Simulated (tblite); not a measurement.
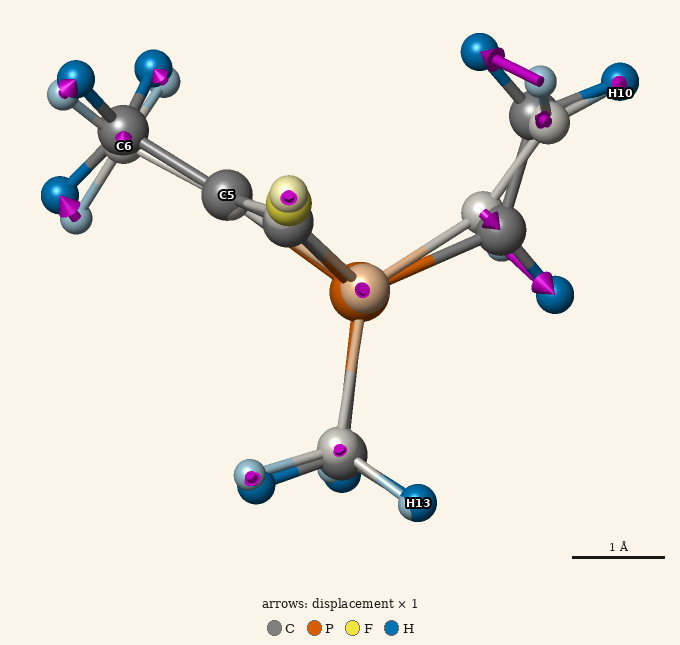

This is a relaxation of C6H9FP (charge +1). The starting structure is drawn faded, the final one solid; purple arrows show the displacements, at their true length. The two geometries are superimposed by the best rigid fit.

Style: ball-and-stick. Shown face on.

These are results of GFN2-xTB geometry optimisation, gas phase (tblite), not measurements. 

**Which element moves most?**

Hydrogen: up to 0.98 Å, against 0.29 Å for carbon.

**Describe the change and its energy.**

An H atom moves most after the best rigid fit: 0.98 Å. Largest moves by element: H 0.98 Å, C 0.29 Å, F 0.18 Å, P 0.16 Å. Among the contacts that change: C–F 1.372 → 1.302 Å, C–P 1.784 → 1.824 Å, C–C 1.499 → 1.462 Å, C–H 1.124 → 1.090 Å. Bond angles that change, for instance: C–P–C 113.1° → 121.3°, C–C–F 148.8° → 142.9°, C–C–H 117.6° → 123.1°. Groups turn about C–P by about 40°. Over 106 geometry steps the energy falls by 0.371 eV.
